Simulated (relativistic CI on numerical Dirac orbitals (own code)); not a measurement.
```
atom Pd  Z=46  charge=4  electrons=42
nucleus A=106  rms_radius_fm=4.5318
hamiltonian dirac-coulomb  breit=on  qed=on  c_scale=1
orbitals kli  potential=per-configuration
slater_scale 0.7
correlation none
mixing on
configurations
  [Kr] 4d6
  [Ne] 3s2 3p5 3d10 4s2 4p6 4d7
end
absorption M2,3 T=300 lorentz=1.2 gauss=0.4
crystal_field D3d 10Dq=22400 Dsigma=-1200 Dtau=-70
```

Multiplet model: relativistic Dirac–Coulomb–Breit theory, one configuration a step, Slater integrals scaled by 0.7, 300 K, Voigt broadening (Lorentzian 1.2 eV, Gaussian 0.4 eV full widths), computed with a radial Dirac CI code.

The M₂,₃ X-ray absorption spectrum that results, with the strongest transitions as sticks:

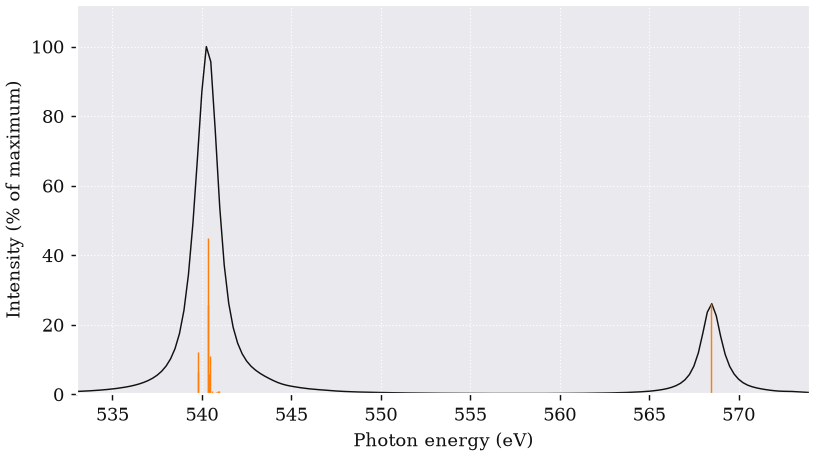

The main maxima lie at 540.3 eV (100) and 568.5 eV (26), heights in % of the largest; the centroid is at 545.8 eV. The lower edge holds 0.81 of the intensity (branching ratio, edges parted at 559 eV), and the core spin-orbit splitting of the orbitals is 28.3 eV. The ground state has S = 0.13.

Limits of the model: free-ion energies, so absolute edge positions are off by a few eV from solids.
